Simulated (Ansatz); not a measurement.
## V (bcc, W type): generalised stacking-fault energy along a line

Generalised stacking fault of V (bcc, W type) on the {211} plane. The cell below holds the perfect crystal with the plane normal along z; tilting its third vector by the shift puts one fault into each cell, between planes 1.22 Å apart, at fixed cell height.

```
CELL_PARAMETERS angstrom
      2.59581     0.00000     0.00000
      0.00000     4.23894     0.00000
      0.00000     0.00000     7.34205
ATOMIC_POSITIONS crystal
  V  0.00000 0.00000 0.91667
  V  0.66667 0.50000 0.08333
  V  0.33333 0.00000 0.25000
  V  0.00000 0.50000 0.41667
  V  0.66667 0.00000 0.58333
  V  0.33333 0.50000 0.75000
```

In-plane vectors a = (2.596, 0.000) Å, b = (0.000, 4.239) Å, area 11.00 Å². The shift is s times the vector a (length 2.596 Å), so s = 1 restores the start. Atoms relax along the normal only. γ = [E(shift) − E(0)] / area.

Calculation: PBE (plane waves to 420 eV, PAW, scalar-relativistic; Ansatz, a first-principles code). k mesh 15×9×6 (Γ-centred), Fermi-Dirac smearing 0.05 eV. E is the zero-smearing estimate. Stress and pressure are positive under compression. With partly filled bands, the k mesh leaves noise in γ, roughly 0.02 J/m² as judged from a few cases. Faults lie only 7.3 Å apart, and holding the cell height raises γ above its relaxed value. The PAW data are Ansatz's earlier set. V is run without spin polarisation. V was relaxed with its symmetry unable to fall. The zero of γ is zero shift.

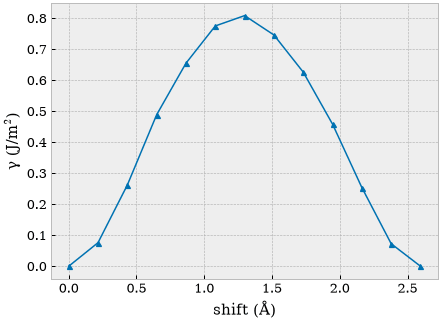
Figure: γ (J/m²) against shift (Å); computed points joined by lines (the last repeats the first, one period on).

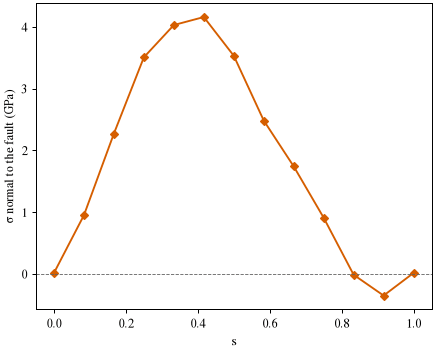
σ normal to the fault (GPa) against s; markers are the computed points, lines only join them (the last repeats the first, one period on).

The highest computed γ on the line is 0.81 J/m² and the steepest slope dγ/d(shift) before the first maximum (spline) is 11 GPa. Local minima between the ends: no computed point is one. Position of the highest point: s = 0.500.

A slope of 1 mJ/m² per Å is 0.01 GPa.

(The slope of γ gives the shear force per area between the displaced halves; near zero shift its curvature is an elastic stiffness.)
